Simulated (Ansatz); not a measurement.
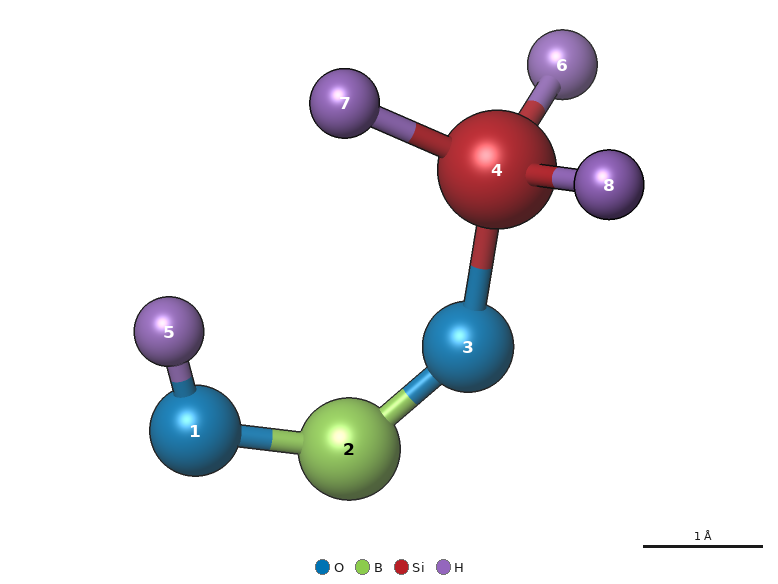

The view is orthographic, and the bar gives the scale. Charge 0, doublet. Computed geometry: PBE0-D4/def2-TZVP optimisation. No frequency run is at hand to confirm it as a minimum.

Reconstruct the coordinates (Å) as seen: x to the right, y up, z towards the viewer, origin at the mean of the atomic positions.

```xyz
8
BH4O2Si
O   -1.73  -1.44  -0.36
B   -0.42  -1.60  -0.67
O    0.58  -0.73  -0.45
Si   0.83   0.76   0.21
H   -1.95  -0.61   0.07
H    1.38   1.65  -0.84
H   -0.46   1.33   0.70
H    1.77   0.64   1.34
```
